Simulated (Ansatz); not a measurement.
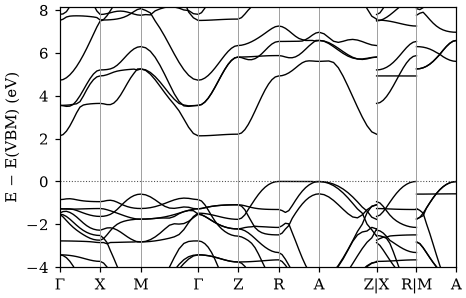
*Band structure from the program Ansatz at the LDA level (PAW)*

The gap is 2.13 eV; an edge lies off the plotted path or next to a special point (maximum on the R–A line, 2 % of the way from R, minimum at Γ).

Q: Which of these materials gives this?
A) HfO2, rutile
B) SiGeO3, P4mm (Si on 1b, Ge on 1a, O on 2c, O on 1b)
C) SnO2, rutile
D) LiTaO3, P4mm (Ta on 1b, Li on 1a, O on 1b, O on 2c)

A: D, LiTaO3, P4mm (Ta on 1b, Li on 1a, O on 1b, O on 2c)

The start of the workflow was typed in or built on a structure type; neither database checked (COD, Materials Project) lists it. It is not the phase usual at ambient conditions (space group No. 161). The LDA relaxation kept the symmetry of its start. At this level the phase is dynamically unstable (imaginary phonons). No spin polarisation was allowed. Spin–orbit coupling is left out wherever it is not named.

Potentials: the earlier of the program's two PAW sets. The files were generated under PBE; for other functionals the program regenerates the frozen cores, and for LDA and PBEsol the local potential too.
